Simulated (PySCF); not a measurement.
Molecule: SMILES C[C+](C)C (charge +1). Atoms near the plane z = 0.0 Å, at the PBE0/def2-SVP optimised geometry (x, y, z in Å): C1 (-0.8, 1.3, 0.0), C2 (-0.1, 0.0, 0.0), C3 (1.4, 0.0, 0.0), C4 (-0.8, -1.2, -0.1), H5 (-0.9, 1.6, -1.1), H6 (-0.2, 2.1, 0.5), H7 (-1.8, 1.2, 0.4), H8 (1.7, 0.1, -1.1), H9 (1.8, -0.9, 0.4), H10 (1.8, 0.9, 0.5), H12 (-0.2, -2.1, 0.3), H13 (-1.8, -1.2, 0.3).

Level of theory: PySCF with PBE0/def2-TZVP. Cells within 0.4 Å of a nucleus heavier than hydrogen are left out (blank, or x). The values are rescaled to run from 0 to 1.

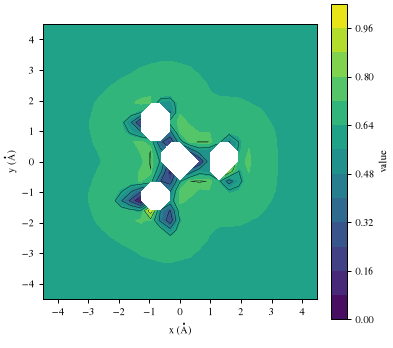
Figure: a field on the plane z = 0.0 Å.

**Question.** Which quantity is mapped?
A. log10 of the electron density
B. electron localisation function
C. Laplacian of the electron density
D. electrostatic potential

**Answer.** C, Laplacian of the electron density. In full: Laplacian of the electron density (e/bohr⁵).
